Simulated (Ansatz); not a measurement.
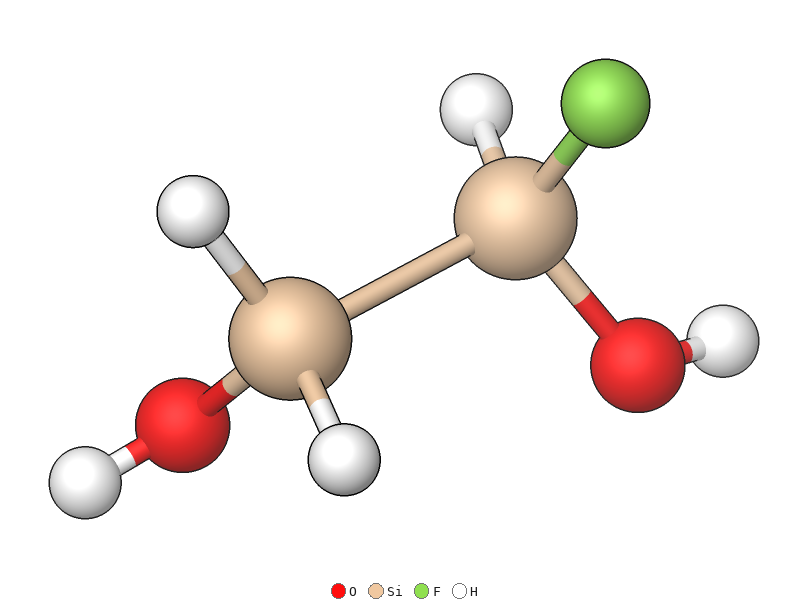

The geometry was computed by an optimisation with PBE0-D4/def2-TZVP. No frequency run is at hand to confirm it as a minimum.

Draw it as a skeletal formula.

SMILES: O[SiH2][Si@H](O)F

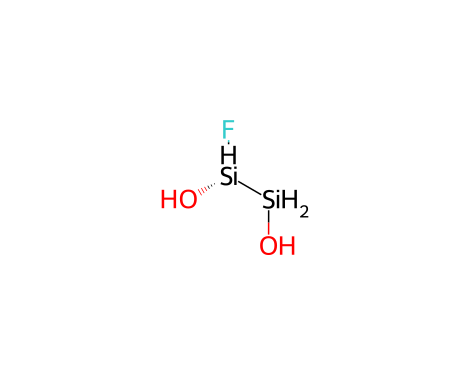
